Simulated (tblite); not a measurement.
# Run report: C$_{4}$H$_{6}$NOSi, geometry relaxation (part 2 of 2)

C$_{4}$H$_{6}$NOSi, multiplicity 2; GFN2-xTB geometry optimisation, gas phase (tblite 0.8.0). It belongs to a series of runs on one base structure; here: H added to sp2 C.

Trajectory as extended XYZ, continued
```
13
Properties=species:S:1:pos:R:3:forces:R:3 step=52 energy=-549.48505
N     3.0773   -1.3138   -1.1739   -0.0050  -0.0190   0.0230
C     2.3060   -0.7690   -0.5251    0.0410   0.0060  -0.0530
Si    1.0382    0.1267    0.5221   -0.0290   0.0970  -0.0130
C    -0.4441   -0.9020    0.8752   -0.0080   0.0380   0.0330
C    -1.6170   -0.3748    0.1579    0.0120   0.0240  -0.0370
O    -1.3956    0.8593   -0.4750    0.0430   0.0130  -0.0180
C    -0.0308    1.2412   -0.6198    0.0080   0.0060  -0.0050
H     1.7787    0.8168    1.5808   -0.0440  -0.0140   0.0160
H    -0.5651   -1.7931    1.4609   -0.0110  -0.0340   0.0120
H    -2.4839   -0.2262    0.8202    0.0070  -0.0780   0.0440
H    -1.9369   -1.1172   -0.6001   -0.0390  -0.0080  -0.0190
H     0.0061    2.3035   -0.3665    0.0940  -0.0220  -0.0050
H     0.2626    1.1492   -1.6744   -0.0690  -0.0090   0.0240
13
Properties=species:S:1:pos:R:3:forces:R:3 step=55 energy=-549.49182
N     3.0568   -1.3676   -1.1333   -0.0670   0.0860   0.0980
C     2.3125   -0.7684   -0.4993    0.0310  -0.0490  -0.0780
Si    1.0403    0.1532    0.5269   -0.0040  -0.0080  -0.0420
C    -0.4321   -0.9057    0.8613    0.0780  -0.0050   0.0070
C    -1.6134   -0.3661    0.1633    0.1000   0.0630   0.0070
O    -1.4017    0.9096   -0.3888    0.0000  -0.0090  -0.0150
C    -0.0369    1.2507   -0.6245   -0.0420  -0.0390   0.0440
H     1.7610    0.8624    1.5878   -0.0530  -0.0400   0.0050
H    -0.5326   -1.8397    1.3855    0.0000   0.0490  -0.0070
H    -2.4770   -0.2754    0.8385   -0.0290  -0.0210  -0.0240
H    -1.9160   -1.0679   -0.6388   -0.0330  -0.0210  -0.0090
H     0.0268    2.3203   -0.4089    0.1110  -0.0750  -0.1040
H     0.2080    1.0951   -1.6875   -0.0920   0.0680   0.1170
13
Properties=species:S:1:pos:R:3:forces:R:3 step=58 energy=-549.49758
N     3.0703   -1.3752   -1.1058   -0.0200   0.0580   0.0490
C     2.3206   -0.7633   -0.4916    0.0020  -0.0280  -0.0370
Si    1.0399    0.1588    0.5202    0.0460  -0.0550   0.0090
C    -0.4249   -0.9069    0.8577   -0.0210  -0.0170  -0.0650
C    -1.6104   -0.3529    0.1744   -0.0520  -0.0910   0.0090
O    -1.4048    0.9318   -0.3533   -0.0200   0.0140   0.0760
C    -0.0430    1.2463   -0.6261   -0.0020  -0.0100   0.0070
H     1.7375    0.8729    1.5911   -0.0210  -0.0240   0.0160
H    -0.5180   -1.8669    1.3347    0.0060   0.0680   0.0170
H    -2.4765   -0.2884    0.8538    0.0470   0.0360  -0.0490
H    -1.9228   -1.0419   -0.6406    0.0390   0.0260   0.0390
H     0.0611    2.3154   -0.4442    0.0100   0.0320  -0.0180
H     0.1666    1.0708   -1.6880   -0.0140  -0.0080  -0.0530
13
Properties=species:S:1:pos:R:3:forces:R:3 step=60 energy=-549.49948
N     3.0953   -1.3662   -1.0864   -0.0270   0.0720   0.0540
C     2.3354   -0.7563   -0.4826    0.0480  -0.0810  -0.0800
Si    1.0407    0.1529    0.5154   -0.0150   0.0190  -0.0010
C    -0.4229   -0.9153    0.8454   -0.0440   0.0250  -0.0800
C    -1.6140   -0.3468    0.1852   -0.0590  -0.0110  -0.0370
O    -1.4073    0.9462   -0.3261    0.0620  -0.0280   0.0560
C    -0.0467    1.2393   -0.6302    0.0140   0.0070  -0.0320
H     1.7208    0.8739    1.5918   -0.0050  -0.0180   0.0350
H    -0.5135   -1.8846    1.2970    0.0040  -0.0170   0.0700
H    -2.4725   -0.2774    0.8713    0.0260  -0.0060  -0.0070
H    -1.9397   -1.0246   -0.6337    0.0390   0.0370   0.0310
H     0.0770    2.3093   -0.4702   -0.0130   0.0450   0.0180
H     0.1431    1.0502   -1.6946   -0.0300  -0.0430  -0.0270
13
Properties=species:S:1:pos:R:3:forces:R:3 step=63 energy=-549.50228
N     3.1318   -1.3507   -1.0593    0.0030   0.0520   0.0210
C     2.3543   -0.7466   -0.4732    0.0050  -0.0630  -0.0350
Si    1.0389    0.1488    0.5102   -0.0070   0.0080  -0.0330
C    -0.4233   -0.9315    0.8147    0.0290   0.0080  -0.0020
C    -1.6224   -0.3395    0.1925    0.0820   0.0680   0.0230
O    -1.4016    0.9630   -0.2886   -0.0190   0.0300  -0.0200
C    -0.0474    1.2332   -0.6391    0.0140  -0.0020  -0.0010
H     1.7016    0.8719    1.5980   -0.0180  -0.0290   0.0240
H    -0.5094   -1.9039    1.2606   -0.0080  -0.0270   0.0580
H    -2.4598   -0.2667    0.9004   -0.0320  -0.0270   0.0160
H    -1.9709   -0.9972   -0.6283   -0.0030   0.0160  -0.0490
H     0.0932    2.3058   -0.5015   -0.0280  -0.0230  -0.0140
H     0.1104    1.0141   -1.7042   -0.0190  -0.0110   0.0130
13
Properties=species:S:1:pos:R:3:forces:R:3 step=66 energy=-549.50424
N     3.1568   -1.3399   -1.0432    0.0090   0.0360   0.0020
C     2.3629   -0.7436   -0.4718    0.0300  -0.0450  -0.0220
Si    1.0389    0.1461    0.5016    0.0210  -0.0020   0.0100
C    -0.4182   -0.9431    0.7904    0.0050  -0.0130   0.0700
C    -1.6213   -0.3293    0.1976   -0.0190  -0.0410   0.0090
O    -1.3986    0.9778   -0.2663   -0.0050   0.0150   0.0200
C    -0.0481    1.2290   -0.6442   -0.0270   0.0050  -0.0120
H     1.6783    0.8625    1.6095   -0.0080  -0.0310  -0.0090
H    -0.5054   -1.9098    1.2523   -0.0240   0.0230   0.0010
H    -2.4505   -0.2671    0.9183    0.0060  -0.0100  -0.0080
H    -1.9868   -0.9730   -0.6299    0.0120   0.0460  -0.0190
H     0.1058    2.3002   -0.5245   -0.0250   0.0240  -0.0160
H     0.0819    0.9908   -1.7077    0.0260  -0.0080  -0.0250
13
Properties=species:S:1:pos:R:3:forces:R:3 step=69 energy=-549.50601
N     3.1767   -1.3241   -1.0494    0.0330  -0.0150  -0.0280
C     2.3663   -0.7499   -0.4797   -0.0040   0.0370   0.0220
Si    1.0407    0.1398    0.4934   -0.0250  -0.0210   0.0080
C    -0.4191   -0.9412    0.7994   -0.0300   0.0040   0.0120
C    -1.6209   -0.3282    0.2020   -0.0260   0.0000  -0.0140
O    -1.3972    0.9790   -0.2640    0.0110  -0.0020   0.0150
C    -0.0489    1.2267   -0.6499    0.0040   0.0050   0.0070
H     1.6659    0.8434    1.6160    0.0280  -0.0060  -0.0120
H    -0.5132   -1.9038    1.2670   -0.0090   0.0050   0.0090
H    -2.4522   -0.2635    0.9192    0.0010  -0.0120   0.0030
H    -1.9862   -0.9655   -0.6295    0.0170  -0.0010  -0.0100
H     0.1023    2.2984   -0.5270    0.0070   0.0080  -0.0310
H     0.0815    0.9896   -1.7152   -0.0080   0.0010   0.0200
13
Properties=species:S:1:pos:R:3:forces:R:3 step=71 energy=-549.50648
N     3.1828   -1.3213   -1.0457    0.0340  -0.0180  -0.0290
C     2.3690   -0.7501   -0.4779   -0.0210   0.0470   0.0300
Si    1.0400    0.1389    0.4930   -0.0140  -0.0230   0.0010
C    -0.4206   -0.9418    0.8010   -0.0200   0.0050  -0.0110
C    -1.6223   -0.3275    0.2034    0.0250   0.0310   0.0070
O    -1.3954    0.9828   -0.2525   -0.0050   0.0190  -0.0140
C    -0.0497    1.2264   -0.6511    0.0080   0.0060   0.0140
H     1.6666    0.8418    1.6154    0.0200  -0.0080  -0.0150
H    -0.5152   -1.9078    1.2611   -0.0020  -0.0010   0.0170
H    -2.4521   -0.2657    0.9212   -0.0230  -0.0130   0.0050
H    -1.9854   -0.9584   -0.6325    0.0080  -0.0170  -0.0220
H     0.1030    2.2995   -0.5368    0.0090  -0.0210  -0.0180
H     0.0748    0.9837   -1.7164   -0.0210  -0.0060   0.0350
13
Properties=species:S:1:pos:R:3:forces:R:3 step=74 energy=-549.50723
N     3.1910   -1.3177   -1.0399    0.0110   0.0030  -0.0080
C     2.3743   -0.7480   -0.4741   -0.0030   0.0150  -0.0050
Si    1.0386    0.1355    0.4914    0.0120   0.0060   0.0040
C    -0.4224   -0.9442    0.8000    0.0080   0.0040  -0.0070
C    -1.6218   -0.3226    0.2057   -0.0030   0.0030   0.0030
O    -1.3929    0.9929   -0.2327   -0.0250   0.0180   0.0070
C    -0.0514    1.2261   -0.6503   -0.0010  -0.0110   0.0070
H     1.6669    0.8365    1.6140    0.0140   0.0000  -0.0060
H    -0.5184   -1.9118    1.2571   -0.0020   0.0100   0.0070
H    -2.4534   -0.2736    0.9225   -0.0250   0.0020  -0.0200
H    -1.9775   -0.9440   -0.6414   -0.0030  -0.0070  -0.0040
H     0.1067    2.2996   -0.5567    0.0180  -0.0070   0.0300
H     0.0557    0.9717   -1.7135   -0.0010  -0.0360  -0.0080
13
Properties=species:S:1:pos:R:3:forces:R:3 step=77 energy=-549.50813
N     3.1961   -1.3072   -1.0504   -0.0330   0.0310   0.0190
C     2.3755   -0.7445   -0.4823    0.0350  -0.0240  -0.0360
Si    1.0390    0.1294    0.4910   -0.0090   0.0230   0.0010
C    -0.4274   -0.9396    0.8072    0.0120  -0.0040   0.0140
C    -1.6236   -0.3208    0.2039   -0.0460  -0.0310  -0.0210
O    -1.3966    0.9941   -0.2368    0.0100  -0.0170   0.0460
C    -0.0518    1.2244   -0.6461   -0.0160  -0.0140  -0.0100
H     1.6782    0.8232    1.6105    0.0170   0.0130   0.0110
H    -0.5282   -1.8983    1.2818   -0.0060   0.0080  -0.0030
H    -2.4651   -0.2778    0.9104    0.0030   0.0140  -0.0320
H    -1.9656   -0.9476   -0.6472   -0.0040   0.0160   0.0170
H     0.1096    2.2968   -0.5514    0.0170   0.0070   0.0240
H     0.0554    0.9683   -1.7084    0.0180  -0.0230  -0.0300
13
Properties=species:S:1:pos:R:3:forces:R:3 step=80 energy=-549.50875
N     3.1939   -1.3024   -1.0575    0.0030   0.0010  -0.0140
C     2.3716   -0.7436   -0.4889   -0.0160   0.0090   0.0100
Si    1.0393    0.1297    0.4933   -0.0050   0.0000   0.0040
C    -0.4307   -0.9341    0.8164    0.0030  -0.0090   0.0060
C    -1.6256   -0.3232    0.2008    0.0100   0.0080   0.0000
O    -1.3976    0.9942   -0.2321    0.0160  -0.0040  -0.0010
C    -0.0530    1.2233   -0.6435   -0.0020  -0.0020  -0.0090
H     1.6939    0.8187    1.6077   -0.0040   0.0080   0.0020
H    -0.5352   -1.8887    1.2974    0.0070  -0.0130   0.0080
H    -2.4757   -0.2844    0.8954   -0.0070   0.0110  -0.0050
H    -1.9536   -0.9500   -0.6545   -0.0040   0.0040  -0.0090
H     0.1111    2.2958   -0.5460    0.0030  -0.0150   0.0010
H     0.0573    0.9651   -1.7062   -0.0060   0.0020   0.0060
13
Properties=species:S:1:pos:R:3:forces:R:3 step=82 energy=-549.50885
N     3.1929   -1.3030   -1.0560    0.0030   0.0010  -0.0130
C     2.3710   -0.7437   -0.4874   -0.0120   0.0080   0.0070
Si    1.0390    0.1309    0.4936    0.0020  -0.0100   0.0090
C    -0.4298   -0.9350    0.8167   -0.0050  -0.0050   0.0040
C    -1.6247   -0.3225    0.2016    0.0080   0.0020   0.0040
O    -1.3959    0.9961   -0.2260   -0.0020   0.0060  -0.0090
C    -0.0536    1.2229   -0.6442    0.0130  -0.0050   0.0040
H     1.6934    0.8208    1.6079   -0.0080   0.0070  -0.0020
H    -0.5339   -1.8917    1.2941    0.0090  -0.0050   0.0050
H    -2.4768   -0.2851    0.8937   -0.0030   0.0060   0.0040
H    -1.9514   -0.9463   -0.6562   -0.0010   0.0000  -0.0140
H     0.1125    2.2949   -0.5490    0.0030  -0.0030  -0.0010
H     0.0528    0.9622   -1.7065   -0.0070  -0.0020   0.0010
13
Properties=species:S:1:pos:R:3:forces:R:3 step=85 energy=-549.50896
N     3.1912   -1.3012   -1.0594   -0.0140   0.0130   0.0000
C     2.3700   -0.7431   -0.4881    0.0110  -0.0100  -0.0090
Si    1.0387    0.1295    0.4948    0.0020  -0.0040   0.0070
C    -0.4307   -0.9350    0.8201   -0.0040   0.0050   0.0000
C    -1.6240   -0.3218    0.2019   -0.0120  -0.0090  -0.0050
O    -1.3946    0.9977   -0.2231   -0.0040  -0.0060   0.0050
C    -0.0529    1.2215   -0.6439    0.0060  -0.0040   0.0080
H     1.6927    0.8216    1.6077   -0.0050   0.0060   0.0010
H    -0.5326   -1.8919    1.2978   -0.0030   0.0010   0.0000
H    -2.4803   -0.2851    0.8892    0.0090  -0.0010   0.0010
H    -1.9460   -0.9442   -0.6596    0.0010   0.0050   0.0020
H     0.1153    2.2928   -0.5489    0.0060   0.0070  -0.0050
H     0.0489    0.9598   -1.7060    0.0070  -0.0030  -0.0060
13
Properties=species:S:1:pos:R:3:forces:R:3 step=88 energy=-549.50903
N     3.1895   -1.2989   -1.0631    0.0020   0.0000  -0.0120
C     2.3686   -0.7433   -0.4895   -0.0060   0.0040   0.0090
Si    1.0386    0.1282    0.4965   -0.0010   0.0030  -0.0020
C    -0.4319   -0.9346    0.8219    0.0020  -0.0020  -0.0030
C    -1.6246   -0.3231    0.2007    0.0060   0.0030   0.0030
O    -1.3943    0.9961   -0.2250    0.0020   0.0020   0.0000
C    -0.0515    1.2206   -0.6432   -0.0040   0.0030  -0.0030
H     1.6924    0.8224    1.6081   -0.0030   0.0030   0.0020
H    -0.5328   -1.8904    1.3020   -0.0100  -0.0010  -0.0010
H    -2.4805   -0.2845    0.8881    0.0000  -0.0060  -0.0010
H    -1.9457   -0.9452   -0.6610    0.0000  -0.0010   0.0060
H     0.1161    2.2923   -0.5473    0.0040  -0.0030  -0.0030
H     0.0517    0.9608   -1.7060    0.0080  -0.0040   0.0060
13
Properties=species:S:1:pos:R:3:forces:R:3 step=91 energy=-549.50912
N     3.1875   -1.2939   -1.0696    0.0060  -0.0040  -0.0080
C     2.3687   -0.7426   -0.4889   -0.0120   0.0100   0.0070
Si    1.0384    0.1273    0.4986    0.0010  -0.0010   0.0000
C    -0.4324   -0.9360    0.8218    0.0000  -0.0070   0.0000
C    -1.6244   -0.3236    0.2000    0.0120   0.0090   0.0080
O    -1.3931    0.9957   -0.2244    0.0050   0.0140  -0.0100
C    -0.0502    1.2193   -0.6427    0.0040   0.0000  -0.0060
H     1.6897    0.8248    1.6097   -0.0010  -0.0020   0.0020
H    -0.5365   -1.8897    1.3056   -0.0020   0.0020  -0.0050
H    -2.4797   -0.2853    0.8878   -0.0090  -0.0030   0.0040
H    -1.9468   -0.9443   -0.6618    0.0030  -0.0080   0.0000
H     0.1194    2.2908   -0.5488   -0.0050  -0.0040   0.0020
H     0.0549    0.9581   -1.7051   -0.0020  -0.0070   0.0070
13
Properties=species:S:1:pos:R:3:forces:R:3 step=93 energy=-549.50916
N     3.1870   -1.2911   -1.0730   -0.0070   0.0050   0.0050
C     2.3693   -0.7416   -0.4887    0.0010  -0.0010  -0.0090
Si    1.0383    0.1264    0.4992    0.0010  -0.0010   0.0040
C    -0.4329   -0.9365    0.8224    0.0010   0.0010   0.0010
C    -1.6242   -0.3230    0.2004   -0.0010   0.0030   0.0010
O    -1.3926    0.9962   -0.2246    0.0040   0.0020  -0.0020
C    -0.0495    1.2184   -0.6426    0.0050  -0.0010   0.0000
H     1.6886    0.8251    1.6100    0.0000  -0.0030   0.0050
H    -0.5386   -1.8896    1.3071    0.0000   0.0020  -0.0050
H    -2.4806   -0.2852    0.8869   -0.0030   0.0010   0.0040
H    -1.9459   -0.9443   -0.6615    0.0040  -0.0040   0.0000
H     0.1212    2.2897   -0.5489   -0.0050   0.0000  -0.0020
H     0.0555    0.9559   -1.7045    0.0000  -0.0040  -0.0010
13
Properties=species:S:1:pos:R:3:forces:R:3 step=96 energy=-549.50919
N     3.1890   -1.2871   -1.0736   -0.0040   0.0010   0.0010
C     2.3694   -0.7404   -0.4892    0.0030   0.0000  -0.0050
Si    1.0381    0.1252    0.4998    0.0000   0.0030   0.0020
C    -0.4337   -0.9365    0.8229    0.0010   0.0040   0.0010
C    -1.6247   -0.3218    0.2017   -0.0030  -0.0020  -0.0040
O    -1.3919    0.9967   -0.2250   -0.0020  -0.0060   0.0030
C    -0.0485    1.2171   -0.6433   -0.0030   0.0010   0.0030
H     1.6879    0.8243    1.6106    0.0010  -0.0030   0.0060
H    -0.5401   -1.8910    1.3045    0.0000  -0.0010  -0.0010
H    -2.4812   -0.2832    0.8885    0.0050   0.0040  -0.0020
H    -1.9467   -0.9444   -0.6595    0.0000   0.0020   0.0010
H     0.1222    2.2884   -0.5503    0.0000   0.0010  -0.0050
H     0.0559    0.9532   -1.7048    0.0020  -0.0020   0.0000
```

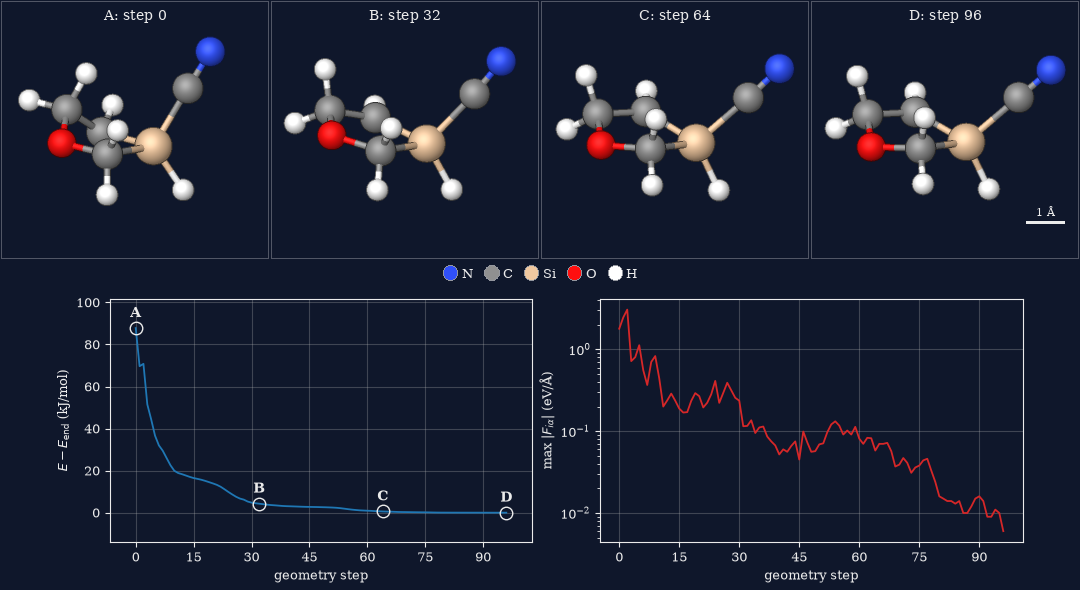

**Figure 1.** Frames of the relaxation (ball-and-stick view, seen at a tilt) above the curves, on which the letters mark them (steps are counted from 0).

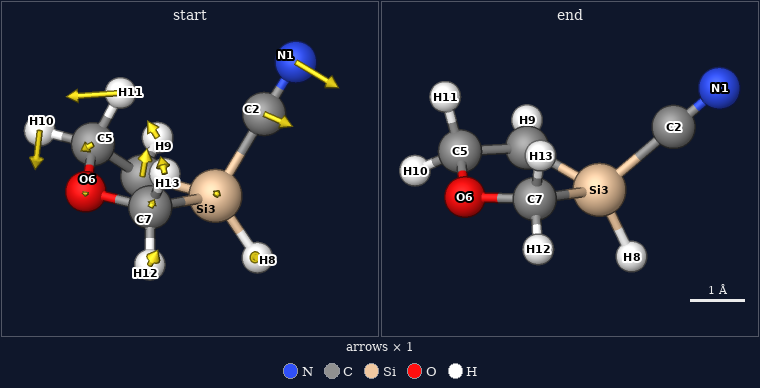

**Figure 2.** Before (left) and after (right) the relaxation, at one scale (ball-and-stick view, seen at a tilt). The yellow arrows give the displacements, at true length. After 96 geometry steps the energy has fallen by 87.8 kJ/mol. Largest force component: 1.8 eV/Å at the start, 0.006 eV/Å at the end. The largest move after the best rigid fit is that of H11, 1.04 Å. Largest moves by element: H 1.04 Å, N 0.98 Å, C 0.62 Å, Si 0.15 Å, O 0.10 Å. Among the contacts that change: C2–Si3 1.799 → 1.871 Å, O6–C7 1.377 → 1.424 Å, C4–C5 1.513 → 1.477 Å, Si3–H8 1.430 → 1.465 Å. Among the angles that change: Si3–C4–H9 113.6° → 132.0°, Si3–C4–C5 94.4° → 109.3°, C2–Si3–H8 116.0° → 107.8°. (Atoms are counted from 1 in the order of the input.)

This output came from the following input.

Input
```
{"job": {"kind": "relax", "xc": "GFN2-xTB", "basis": "xTB"}, "charge": 0, "multiplicity": 2}
N      2.318000    -1.744700    -1.189900
C      1.787500    -0.967100    -0.533300
Si     0.977100     0.246100     0.518500
C     -0.507500    -0.600300     1.282200
C     -1.390100    -0.407100     0.068200
O     -1.376100     0.921800    -0.275500
C     -0.107800     1.370800    -0.567200
H      1.823400     0.947400     1.433600
H     -0.337700    -1.665500     1.515200
H     -2.431200    -0.730900     0.227200
H     -0.924600    -1.073500    -0.716200
H     -0.015900     2.399200    -0.168800
H      0.180700     1.304200    -1.611600
```

The first line tells a small driver script what to run in tblite; the rest is the geometry in Å.

Launch command:
```bash
OMP_NUM_THREADS=1 python <driver script> task.json out
```

Results in brief

| quantity | value |
| --- | --- |
| outcome | converged |
| total energy | −549.5092 eV |
| hardware | 1 CPU thread, shared host |
| peak memory | 0.18 GiB |
